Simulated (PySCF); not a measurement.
# C2HF (fluoroacetylene): TPSS/cc-pVTZ

Aim: the energy change on altering one bond length of C2HF (fluoroacetylene) at TPSS/cc-pVTZ, from 2 runs. Input form: a Python script.

Program for the calculation: PySCF 2.14.0.

1 further run of the same task is left out (set aside as unsound or not needed).

## 1. The structure to begin with

C2HF: 4 atoms, total charge 0, spin state singlet. As SMILES, `C#CF`. Geometry: relaxed at PBE0-D4/def2-TZVP.

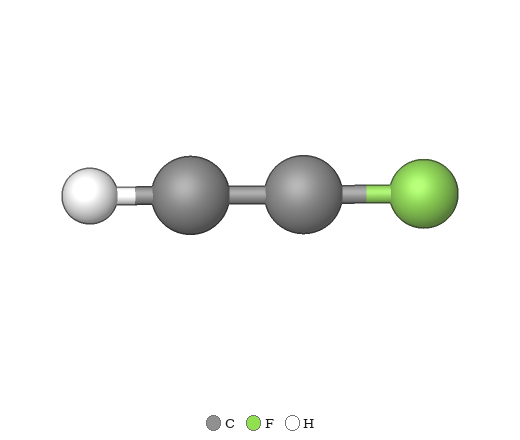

The structure, seen from a chosen angle (carbon grey, fluorine green, hydrogen white).

## 2. A single-point energy at TPSS/cc-pVTZ

job.py reads:

```python
from pyscf import gto, dft

mol = gto.Mole()
mol.atom = [
    ('C', (-0.361030, 0.453110, -0.290220)),
    ('C', (0.303270, -0.380840, 0.243810)),
    ('F', (1.010600, -1.269010, 0.812300)),
    ('H', (-0.952830, 1.196740, -0.765890)),
]
mol.verbose = 3
mol.basis = 'cc-pvtz'
mol.max_memory = 1860
mol.charge = 0
mol.spin = 0
mol.build()

myscf = dft.RKS(mol)
myscf.xc = 'tpss'
myscf.grids.level = 5
myscf.conv_tol = 1e-10
myscf.kernel()
if not myscf.converged:
    myscf = myscf.newton().run(myscf.mo_coeff, myscf.mo_occ)

e_final = myscf.e_tot
print('E(%s) = %.9f' % ('TPSS', e_final))
```

Command:

```console
$ OMP_NUM_THREADS=1 python job.py
```

The program printed:

```text
converged SCF energy = -176.631272384685
E(TPSS) = -176.631272385
```

Run time: 26 s. Hardware: 1 thread of Arm Neoverse V1, shared host; peak memory 0.57 GiB.

## 3. The distorted shape

job.py reads:

```python
from pyscf import gto, dft

molecule = gto.M(
    atom='''
C      0.349136    -0.439254     0.280589
C      1.013436    -1.273204     0.814619
F      1.720766    -2.161374     1.383109
H     -0.952830     1.196740    -0.765890
''',
    charge=0,
    spin=0,
    max_memory=1860,
    basis='cc-pvtz',
    verbose=3,
)

ks = dft.RKS(molecule, xc='tpss')
ks.grids.level = 5
ks.conv_tol = 1e-10
ks.kernel()
if not ks.converged:
    ks = ks.newton().run(ks.mo_coeff, ks.mo_occ)

e_tot = ks.e_tot
print('Final energy', e_tot)
```

Command:

```console
$ OMP_NUM_THREADS=1 python job.py
```

The program printed:

```text
converged SCF energy = -176.420562648023
Final energy -176.42056264802255
```

It took 33 s on 1 thread of Arm Neoverse V1, shared host; peak memory 0.57 GiB.

## 4. Results

Level: TPSS/cc-pVTZ.

| quantity | value |
| --- | --- |
| first shape: total energy | -176.63127 Eh |
| first shape: dipole moment | 0.42 D |
| first shape: HOMO energy | -6.96 eV |
| first shape: LUMO energy | 0.65 eV |
| first shape: HOMO–LUMO gap | 7.61 eV |
| distorted shape: total energy | -176.42056 Eh |
| distorted shape: dipole moment | 1.55 D |
| distorted shape: HOMO energy | -6.78 eV |
| distorted shape: LUMO energy | -6.17 eV |
| distorted shape: HOMO–LUMO gap | 0.60 eV |
| energy change with the C1–H4 bond stretched from 1.063 to 2.338 Å | 5.734 eV |

What this shows: One bond (distorted shape) is far stretched, which a spin-restricted single reference describes badly; a broken-symmetry solution may lie lower. With the C1–H4 bond stretched from 1.063 to 2.338 Å the energy rises by 5.73 eV (553 kJ/mol). The first shape isn't relaxed at this level, so the change isn't measured from a minimum. A restricted reference can't describe the breaking bond well at this length. Mulliken charges (first shape) run from -0.22 on C1 to +0.14 on C2.
